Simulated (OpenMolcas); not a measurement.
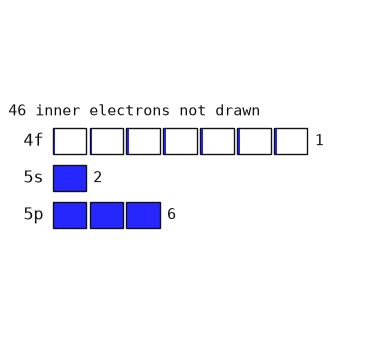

Fig. 1: The outer shells of the leading configuration of the lowest level: a box for each of the 2l + 1 orbitals, shaded by the share of the shell that is filled, with the electron count at the right.

**Run report: Pr⁴⁺ complex, multiconfigurational calculation**

Pr⁴⁺ with 6 ligands (O; trigonal antiprism, 2.23 Å), neutralised by 6 outer point charges of +1.3 e, whose field is part of the energies. Computed at this level: state-averaged SS-CASPT2, IPEA shift 0.25, imaginary shift 0.1 hartree, closed shells 5s 5p of the metal and the valence shells of the ligands correlated, active space 1 electron in the shell 4f, basis ANO-RCC-VDZP on the metal and ANO-RCC-VDZP on the ligands, DKH2 scalar Hamiltonian, spin-orbit coupling by RASSI with atomic mean-field integrals (OpenMolcas).

**Input**
```
&GATEWAY
Coord
7

Pr 0.0 0.0 0.0
O 0.000000 1.913774 1.144714
O -1.657377 -0.956887 1.144714
O 1.657377 -0.956887 1.144714
O 0.000000 -1.913774 -1.144714
O 1.657377 0.956887 -1.144714
O -1.657377 0.956887 -1.144714
Basis=Pr.ANO-RCC-VDZP,O.ANO-RCC-VDZP
Group=XYZ
NoMove
AngMom=0.0 0.0 0.0
AMFI
RICD
XField
3 Angstrom 0
0.000000 4.659996 2.787353 1.333333
4.035676 -2.329998 2.787353 1.333333
4.035676 2.329998 -2.787353 1.333333
&SEWARD
&RASSCF
FileOrb=start.orb
Symmetry=2
Spin=2
nActEl=1 0 0
Inactive=30 27
Ras2=0 7
CIRoot=7 7 1
SDav=7
CIMx=300
Iter=150 100
PrWF=0.3
OrbListing=Nothing
MaxOrb=0
LevShft=1.0
>>> COPY $Project.JobIph JOB001
&RASSI
NrOfJobIphs=1 7
1 2 3 4 5 6 7
IphNames
JOB001
EJob
SpinOrbit
DIPRint=1.0
SOCoupling=1000.0
Subsets=2
Property=9
'ANGMOM' 1 'ANGMOM' 2 'ANGMOM' 3 'MLTPL  1' 1 'MLTPL  1' 2 'MLTPL  1' 3
'AMFI' 1 'AMFI' 2 'AMFI' 3
SOProperty=3
'ANGMOM' 1 'ANGMOM' 2 'ANGMOM' 3
>>> COPY JOB001 $Project.JobIph
&CASPT2
Multistate=7 1 2 3 4 5 6 7
NoMult
Frozen=17 12
IPEA=0.25
Imaginary=0.1
MaxIter=60
WThr=0.0 0.3 0.05
PrWF=0.5
NoMix
```

The file start.orb holds starting orbitals from an earlier step. A driver script formed the levels outside the program, from RASSI's spin-orbit matrix and the CASPT2 energies (for multi-state variants, the effective Hamiltonian), averaged over the components of each term or state. The log and the time are those of the CASPT2 step.

Run as:
```bash
OMP_NUM_THREADS=1 MOLCAS_MEM=2457 MOLCAS_PROJECT=a pymolcas a.inp > a.log  # once for each step of the input, in one work folder
```

**Log (extracts)**
```
--- CASPT2 ---
Orbital specifications:
      -----------------------

      Symmetry species                           1   2
                                                ag  au
      Frozen orbitals                           17  12
      Inactive orbitals                         13  15
      Active orbitals                            0   7
      Secondary orbitals                        48  40
      Deleted orbitals                           0   0
      Number of basis functions                 78  74
Type of calculation                        SS-CASPT2
      Fock operator                              state-specific
      IPEA shift                                 0.25
      Real shift                                 0.00
      Imaginary shift                            0.10
      The input orbitals will be transformed to quasi-canonical
Reference energy:       -9681.4191090363
      E2 (Non-variational):      -1.6966858479
      Shift correction:          -0.0026888126
      E2 (Variational):          -1.6993746605
      Total energy:           -9683.1184836968
      Residual norm:              0.0000003030
      Reference weight:           0.62217
      Contributions to the CASPT2 correlation energy
      Active & Virtual Only:         -0.0000000001
      One Inactive Excited:          -0.0289322291
      Two Inactive Excited:          -1.6677536187
Reference energy:       -9681.4152047371
      E2 (Non-variational):      -1.6966732485
      Shift correction:          -0.0027022271
      E2 (Variational):          -1.6993754756
      Total energy:           -9683.1145802127
      Residual norm:              0.0000005933
      Reference weight:           0.62202
      Contributions to the CASPT2 correlation energy
      Active & Virtual Only:         -0.0000000006
      One Inactive Excited:          -0.0304802804
      Two Inactive Excited:          -1.6661929676
::    CASPT2 Root  1     Total energy:  -9683.11848370
::    CASPT2 Root  2     Total energy:  -9683.11458021
::    CASPT2 Root  3     Total energy:  -9683.11457368
::    CASPT2 Root  4     Total energy:  -9683.11136099
::    CASPT2 Root  5     Total energy:  -9683.10749784
::    CASPT2 Root  6     Total energy:  -9683.10755867
::    CASPT2 Root  7     Total energy:  -9683.10322740
```

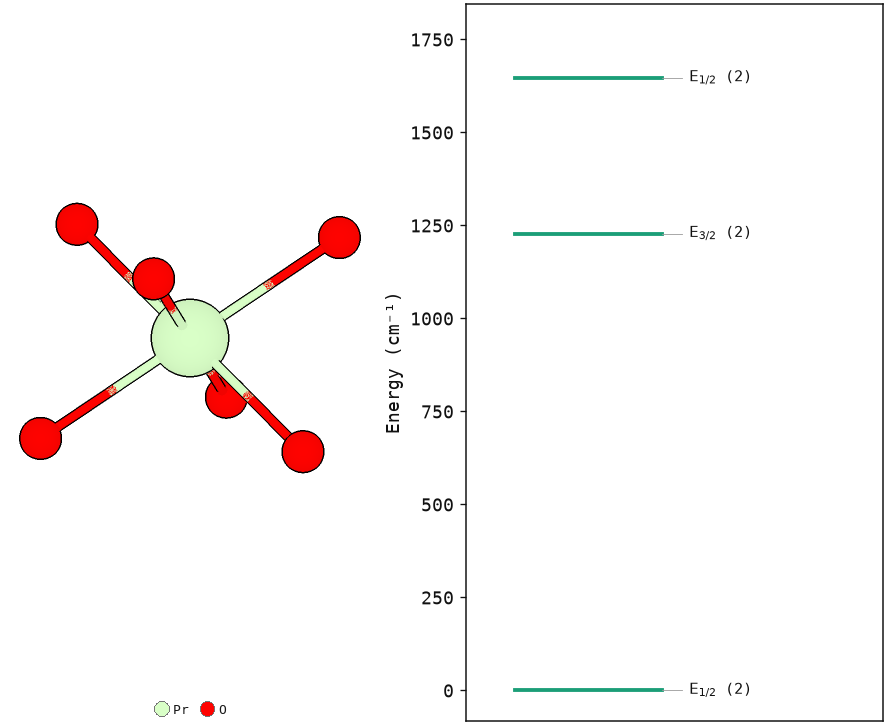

Fig. 2: Pr⁴⁺ (4f) with 6 ligands, O²⁻, at 2.23 Å (arrangement: trigonal antiprism, D3d), axial distortion 1.08, neutralised by outer point charges of +1.3 e, and its levels. Labels give the representation in O, Td, D4 or D3 as the site allows (double group for half-integer spin) where it could be assigned and, in brackets, the degeneracy; spin-free states, where drawn, share the zero of the spin-orbit levels. The ground level is E₁/₂, a Kramers doublet, 100 % from states of spin multiplicity 2, effective J = 2.55, with |mJ| = 1/2 the largest share (72 %). Its principal g values are 0.14, 1.55 and 1.55, easy-plane. The next level lies at 1,230 cm⁻¹ (E₃/₂). The lowest J multiplet spreads over 1,650 cm⁻¹.

**Key numbers**

- outcome: converged
- energy of the lowest spin-free term: −9683.11848 hartree
- energy of the lowest spin-orbit level: −9683.12423 hartree
- CASPT2 correlation energy: −1.6994 hartree
- largest spread among components of a term: 13.4 cm⁻¹
- lowest reference weight: 0.622
- hardware: 1 thread of Intel Xeon (Sapphire Rapids), 16 GiB of memory available, shared host
- wall time: 28 s
- peak memory: 0.6 GiB

**Notes**

Limits: covalent bonds, ligand orbitals missing from the active space; bare point charges leave oxide and sulfide ligands too diffuse, field too small; distances are set from ionic radii, not optimised.
